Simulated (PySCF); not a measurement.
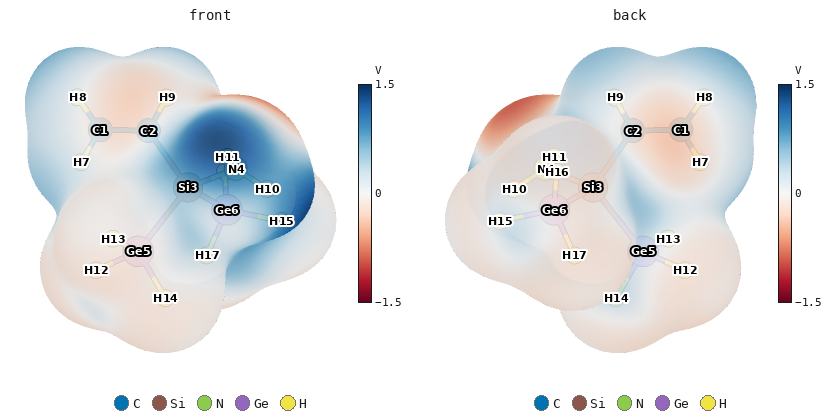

Figure. C2H11Ge2NSi (SMILES C=C[Si](N)([GeH3])[GeH3]). The molecular electrostatic potential painted on the density surface at 0.001 e/bohr³, seen from the front and from behind; the colour scale runs from red (negative) to blue (positive).

Geometry: GFN2-xTB.

Method: PBE0/def2-SVPD, SCF density, gas phase (PySCF).

```yaml
atoms:
  - { symbol: C, position_ang: [-1.8296, -1.7345, -0.4470] }
  - { symbol: C, position_ang: [-1.6398, -0.5860, 0.1780] }
  - { symbol: Si, position_ang: [0.0512, 0.2300, 0.3555] }
  - { symbol: N, position_ang: [0.2520, 0.5103, 2.0505] }
  - { symbol: Ge, position_ang: [1.6823, -1.2019, -0.5866] }
  - { symbol: Ge, position_ang: [0.0380, 2.3644, -0.6211] }
  - { symbol: H, position_ang: [-1.0009, -2.2806, -0.8793] }
  - { symbol: H, position_ang: [-2.8005, -2.1921, -0.5618] }
  - { symbol: H, position_ang: [-2.4906, -0.0643, 0.5989] }
  - { symbol: H, position_ang: [0.9198, 1.2021, 2.3520] }
  - { symbol: H, position_ang: [0.2699, -0.2787, 2.6781] }
  - { symbol: H, position_ang: [1.5964, -1.4915, -2.0578] }
  - { symbol: H, position_ang: [1.7345, -2.5770, 0.0242] }
  - { symbol: H, position_ang: [3.1027, -0.7322, -0.4259] }
  - { symbol: H, position_ang: [0.6404, 3.4587, 0.2147] }
  - { symbol: H, position_ang: [-1.3194, 2.9024, -0.9643] }
  - { symbol: H, position_ang: [0.7867, 2.4830, -1.9178] }
```

Which sites attract a positive test charge, and which a negative one?

Answer. A positive charge is drawn to the negative regions and a negative charge to the positive ones. The most negative region (about −0.8 V) lies over N4, the most positive (about +1.4 V) over H10 and H11.

What dipole moment does the calculation give?

Answer. Its dipole moment is 1.42 D.
